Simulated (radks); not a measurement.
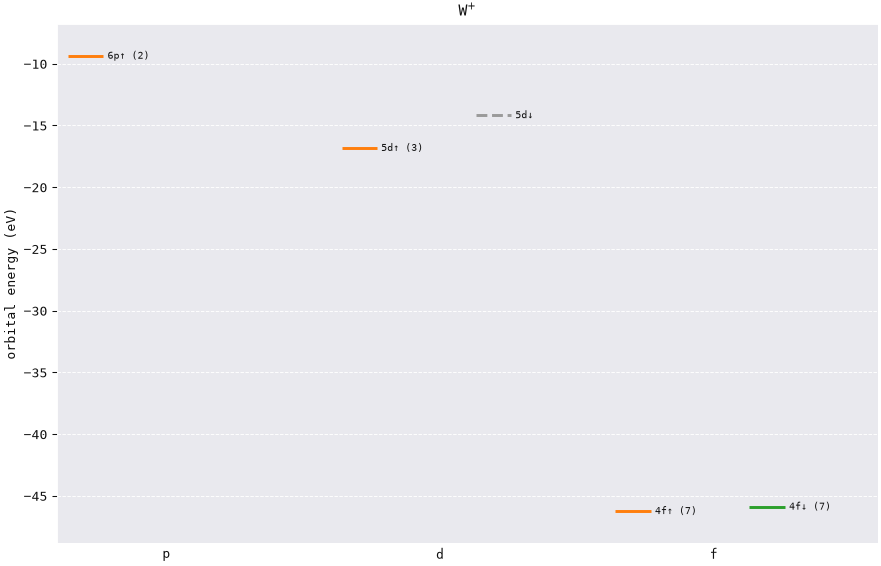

Fig. 1: The outer levels are drawn (occupations in brackets, up spins at the left of each column and down spins at the right, empty levels dashed). The highest occupied level is 6p up at −9.38 eV. From the top down the occupied levels run 6p up (−9.38 eV), 5d up (−16.8 eV), 4f down (−45.9 eV), 4f up (−46.3 eV). The lowest empty level drawn is 5d down at −14.2 eV. The largest exchange splitting (down less up) among the shells drawn in both spins is that of 5d, 2.65 eV. The order isn't aufbau: the empty 5d down level lies under the highest occupied one.

**Atomic calculation, with input and output: W⁺**

System: W⁺ (Z = 74, 73 electrons) in the configuration [Xe] 4f14 5d3 6p2 (high spin).
Method: scalar-relativistic Kohn-Sham, PBE, spin-polarised, spherical densities, point nucleus (the in-house radial solver radks).

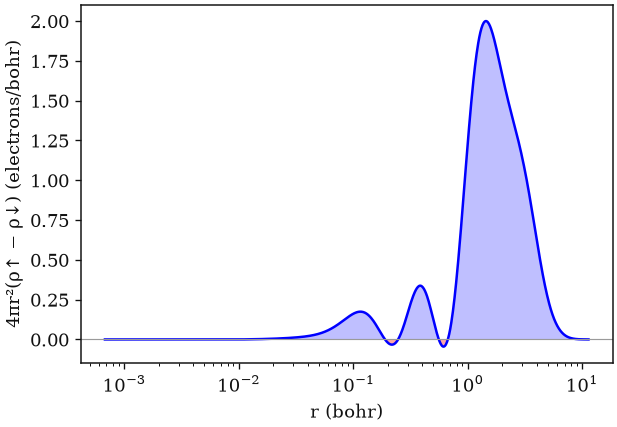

Fig. 2: The radial spin density. The curve integrates to 5 unpaired electrons, held by 5d (+3) and 6p (+2). Its largest value, 2.00 electrons/bohr, lies near r = 1.4 bohr. Regions of the opposite sign hold 0.0046 electrons in all, from the polarisation of filled shells.

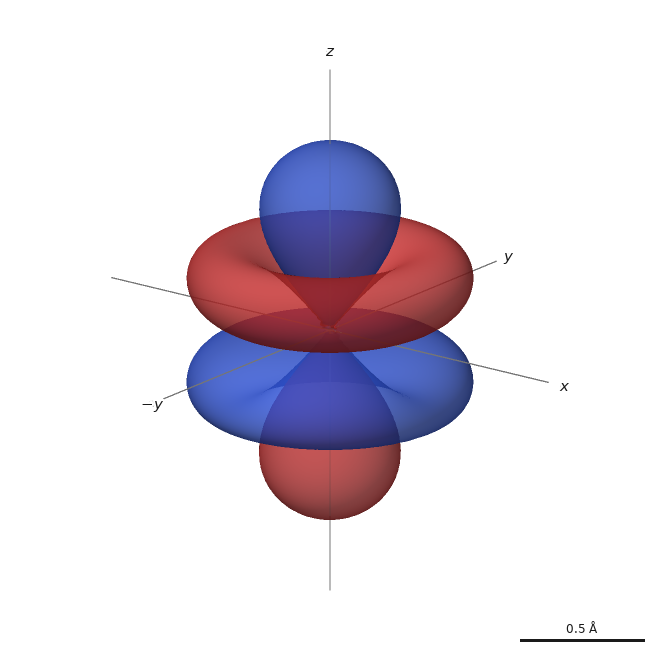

Fig. 3: The 4f(z³) orbital of down spin. The surface of constant |ψ| that holds about 95 % of the electron is drawn, blue where ψ is positive and red where it is negative. The radial function comes from the spherical calculation and is multiplied by a real spherical harmonic; the overall sign is chosen so that the largest lobe of P(r) is positive; at the scalar-relativistic level it is the large component. It has the nodal plane xy and two cones about z and no radial node. The maximum of P² lies at 0.429 bohr, ⟨r⟩ = 0.605 bohr, 90 % of the charge lies within 1.00 bohr, and the eigenvalue is −45.9 eV, with 7 electrons in the shell for this spin.

Input and output of the run follow.

## Input
```
Z 74
configuration [Xe] 4f14 5d3 6p2
relativity scalar-relativistic
functional pbe,pbe
spin polarised
nucleus point
c 137.035999084
```

Energies in input and log are in hartree, lengths in bohr.

## Log
```
1s      1   1.0000       -2554.48937374
2s      1   1.0000        -441.28949539
2p      1   3.0000        -385.94506537
3s      1   1.0000        -101.99611569
3p      1   3.0000         -85.60978620
3d      1   5.0000         -66.77760202
4s      1   1.0000         -21.42003817
4p      1   3.0000         -16.04605731
4d      1   5.0000          -9.23875876
4f      1   7.0000          -1.69983310
5s      1   1.0000          -3.40239782
5p      1   3.0000          -2.08413134
5d      1   3.0000          -0.61901030
6p      1   2.0000          -0.34455516
1s      2   1.0000       -2554.48887770
2s      2   1.0000        -441.28388029
2p      2   3.0000        -385.94031264
3s      2   1.0000        -101.99443080
3p      2   3.0000         -85.60778447
3d      2   5.0000         -66.77379607
4s      2   1.0000         -21.41483323
4p      2   3.0000         -16.04116301
4d      2   5.0000          -9.23283452
4f      2   7.0000          -1.68677082
5s      2   1.0000          -3.34764030
5p      2   3.0000          -2.01182993
5d      2   0.0000          -0.52150214
6p      2   0.0000          -0.22983420
Etot -16141.864122028273
Ekin 17789.63141957437
Encl -39881.05665005866
Eh 6271.937499720389
Exc -322.3763912643726
err 1.4785748364175542e-08
it 15
```

## Orbitals

```tsv
orbital	occupation	energy (eV)	⟨r⟩ (bohr)	outer maximum (bohr)
1s up	1	−69511.2	0.01834	0.0115
1s down	1	−69511.2	0.01834	0.0115
2s up	1	−12008.1	0.07756	0.0657
2s down	1	−12007.9	0.07756	0.0657
2p up	3	−10502.1	0.06944	0.0539
2p down	3	−10502.0	0.06944	0.0539
3s up	1	−2775.5	0.2010	0.185
3s down	1	−2775.4	0.2010	0.185
3p up	3	−2329.6	0.2013	0.183
3p down	3	−2329.5	0.2013	0.183
3d up	5	−1817.1	0.1824	0.149
3d down	5	−1817.0	0.1824	0.149
4s up	1	−582.869	0.4495	0.421
4s down	1	−582.727	0.4495	0.421
4p up	3	−436.635	0.4780	0.441
4p down	3	−436.502	0.4780	0.441
4d up	5	−251.399	0.5115	0.452
4d down	5	−251.238	0.5113	0.452
5s up	1	−92.584	1.067	0.964
5s down	1	−91.094	1.061	0.960
5p up	3	−56.712	1.243	1.09
5p down	3	−54.745	1.233	1.09
4f up	7	−46.255	0.6089	0.429
4f down	7	−45.899	0.6047	0.429
5d up	3	−16.844	1.841	1.46
5d down	0	−14.191	1.815	1.44
6p up	2	−9.376	3.536	3.11
```

## Results in brief

```
                       quantity                      value
                        outcome                  converged
                   total energy        −16141.8641 hartree
                 kinetic energy         17789.6314 hartree
        electron–nucleus energy        −39881.0567 hartree
                 Hartree energy          6271.9375 hartree
    exchange–correlation energy        −322.376391 hartree
radius at density 0.001 e/bohr³                  4.86 bohr
                 SCF iterations                         15
                       hardware  1 CPU thread, shared host
```
